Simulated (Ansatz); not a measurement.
# One shape, several levels: CH2AlN (SMILES N#[C][AlH2])

We compute a comparison of 6 runs (HF/STO-3G, B3LYP/aug-cc-pVDZ, BLYP/aug-cc-pVDZ, HSE06/aug-cc-pVDZ, PBE/aug-cc-pVDZ, RPA@PBE/aug-cc-pVDZ) of CH2AlN. 

The calculation is run with Ansatz 0.2.0.

69 further runs of the same task are left out: 69 set aside as unsound or not needed.

### Step 1. The system as given

The species is CH2AlN (5 atoms), meant as a singlet with charge 0. As SMILES, `N#[C][AlH2]`. The C2–Al3 distance was set to 4.263 Å, away from the relaxed value. At this shape a bond of the SMILES string is far longer than usual.

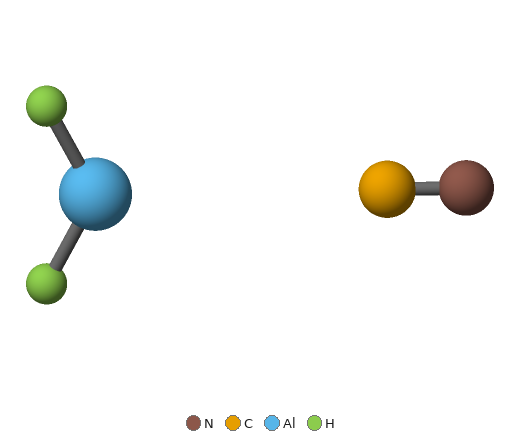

The structure, seen from a chosen angle (nitrogen brown, carbon amber, aluminium blue, hydrogen green).

### Step 2. The energy at HF/STO-3G (run 1)

The input, in.yaml:

```yaml
crystal:
  periodic: [false, false, false]
  atoms:
    - {symbol: N, position_ang: [2.727972, -2.651593, 2.769872]}
    - {symbol: C, position_ang: [2.059872, -2.003593, 2.087472]}
    - {symbol: Al, position_ang: [-0.407200, 0.390000, -0.434600]}
    - {symbol: H, position_ang: [-1.629700, -0.322900, -1.120200]}
    - {symbol: H, position_ang: [-0.009700, 1.903200, -0.592600]}
basis:
  gaussian: {orbitals: STO-3G}
hamiltonian: {xc: hf}
accuracy: high
output: {orbitals: {seedname: orbitals}}
```

Run with:

```
$ ansatz run in.yaml --threads 1 --pin off --max-ram 3480MiB --events-out events.jsonl --progress --plain --runs-dir runs
```

The program printed:

```text
Warning: RAYON_NUM_THREADS=1 ignored (pool sized by the plan → 1); use --threads N
Functional definition: HF
  name "HF"
  exchange = exact_x
  correlation = 0
328 factors; integrals over basis functions are off by at most 2.8e-8 eV
mean field evaluation 1: about -9005.3382 eV, gradient 2.4e1 eV
mean field evaluation 2: about -9005.3373 eV, gradient 2.4e1 eV
mean field evaluation 4: about -9007.2148 eV, gradient 2.5e0 eV
mean field evaluation 8: about -9007.3063 eV, gradient 5.5e-2 eV
mean field -9007.30632135 eV, -331.0124019381 hartree, gradient 4.3e-8 eV, S^2 0.000000; 0 other end points of the search recorded, 0 dependent functions left out
reference -9007.30632135 eV, -331.0124019381 hartree; 14, 14 occupied and 7, 7 virtual orbitals, 328 factors
Total energy: -9007.30632135 eV, -331.0124019381 hartree
```

Run time: 0.08 s. Hardware: 1 thread of Arm Neoverse V2, shared host.

### Step 3. The energy at B3LYP/aug-cc-pVDZ (run 2)

in.yaml, as its differences from that of step 2:

```diff
@@ -9,4 +9,4 @@
 basis:
-  gaussian: {orbitals: STO-3G}
-hamiltonian: {xc: hf}
+  gaussian: {orbitals: aug-cc-pVDZ}
+hamiltonian: {xc: {name: B3LYP}}
 accuracy: high
```

Run with:

```
$ ansatz run in.yaml --threads 1 --pin off --max-ram 3480MiB --events-out events.jsonl --progress --plain --runs-dir runs
```

The program printed:

```text
Warning: RAYON_NUM_THREADS=1 ignored (pool sized by the plan → 1); use --threads N
Functional definition: B3LYP
  name "B3LYP"
  parameter a0 = 0.2
  parameter ax = 0.72
  parameter ac = 0.81
  exchange = (1 - a0 - ax)*slater_x + ax*b88_x + a0*exact_x
  correlation = (1 - ac)*vwn_rpa_c + ac*lyp_c
1722 factors; integrals over basis functions are off by at most 3.5e-9 eV
mean field evaluation 1: about -9143.5413 eV, gradient 5.3e1 eV
mean field evaluation 2: about -8873.5675 eV, gradient 1.4e2 eV
mean field evaluation 4: about -9150.2434 eV, gradient 2.1e1 eV
mean field evaluation 8: about -9152.0612 eV, gradient 1.1e0 eV
mean field evaluation 16: about -9152.0643 eV, gradient 9.5e-5 eV
mean field -9152.06430765 eV, -336.3321598141 hartree, gradient 2.8e-8 eV, S^2 0.000000; 0 other end points of the search recorded, 0 dependent functions left out
reference -9152.06436384 eV, -336.3321618792 hartree; 14, 14 occupied and 77, 77 virtual orbitals, 1722 factors
Total energy: -9152.06436384 eV, -336.3321618792 hartree
```

Run time: 4.8 s. Hardware: 1 thread of Arm Neoverse V2, shared host; peak memory 0.23 GiB.

Runs 3 to 5 aren't shown in full; the table further down has their settings and results.

### Step 4. The energy at RPA@PBE/aug-cc-pVDZ (run 6)

The input, input.yaml:

```yaml
crystal:
  periodic: [false, false, false]
  atoms:
    - {symbol: "N", position_ang: [2.727972, -2.651593, 2.769872]}
    - {symbol: C, position_ang: [2.059872, -2.003593, 2.087472]}
    - {symbol: Al, position_ang: [-0.407200, 0.390000, -0.434600]}
    - {symbol: H, position_ang: [-1.629700, -0.322900, -1.120200]}
    - {symbol: H, position_ang: [-0.009700, 1.903200, -0.592600]}
basis:
  gaussian: {orbitals: aug-cc-pVDZ}
hamiltonian: {xc: pbe}
correlation: {method: rpa, frozen_orbitals: {Al: 5, C: 1, H: 0, "N": 1}}
accuracy: high
```

Run with:

```
$ ansatz run input.yaml --threads 1 --pin off --max-ram 3480MiB --events-out events.jsonl --progress --plain --runs-dir runs
```

The program printed (excerpt; [...] marks lines left out):

```text
Warning: RAYON_NUM_THREADS=1 ignored (pool sized by the plan → 1); use --threads N
Functional definition: PBE
  name "PBE"
[...]
1722 factors; integrals over basis functions are off by at most 3.5e-9 eV
[...]
mean field -9144.66208088 eV, -336.0601329978 hartree, gradient 1.2e-8 eV, S^2 0.000000; 0 other end points of the search recorded, 0 dependent functions left out; unrestricted orbitals would lower it
unrestricted determinant -9122.52837833 eV, -335.2467344319 hartree, S^2 1.2596
7 core orbitals not correlated: weight in the atoms' cores, before any rotation towards them, 1.000 or more for the frozen orbitals, at most 0.000 for the correlated occupied ones
reference -9120.25379264 eV, -335.1631449496 hartree; 7, 7 occupied and 77, 77 virtual orbitals, 1722 factors
Total energy: -9137.74468028 eV, -335.8059232144 hartree
```

Run time: 8.4 s. Hardware: 1 thread of Arm Neoverse V2, shared host; peak memory 0.31 GiB.

### Step 5. The series

```tsv
run	level	frozen core orbitals	energy (Eh)	HOMO energy (eV)	LUMO energy (eV)	HOMO–LUMO gap (eV)	wall time
1	HF/STO-3G	–	-331.012402	-3.49	0.81	4.30	0.08 s
2	B3LYP/aug-cc-pVDZ	–	-336.332162	-6.83	-5.25	1.58	4.8 s
3	BLYP/aug-cc-pVDZ	–	-336.301762	-6.04	-5.37	0.67	8.1 s
4	HSE06/aug-cc-pVDZ	–	-336.058523	-6.56	-5.40	1.15	5.4 s
5	PBE/aug-cc-pVDZ	–	-336.060133	-6.11	-5.43	0.69	4.5 s
6	RPA@PBE/aug-cc-pVDZ	7	-335.805923	–	–	–	8.4 s
```

### Step 6. Outcome

| quantity | value |
| --- | --- |
| run 6: total energy | -335.80592 Eh |
| run 6: RPA correlation energy (valence) | -642.8 mEh |

What this shows: Over runs 1, 2, 3, 4, 5 the HOMO–LUMO gap runs from 0.67 eV (BLYP/aug-cc-pVDZ) to 4.30 eV (HF/STO-3G). The two ends differ in method and basis. Totals of different functionals can't be ranked against each other. In run 6 the log says that unrestricted orbitals would lower the reference, so the values rest on an unstable closed-shell determinant (other closed-shell runs at this shape may share the fault). In run 1 the basis is minimal, so the values are rough. All runs together took 31 s, the longest 8.4 s.
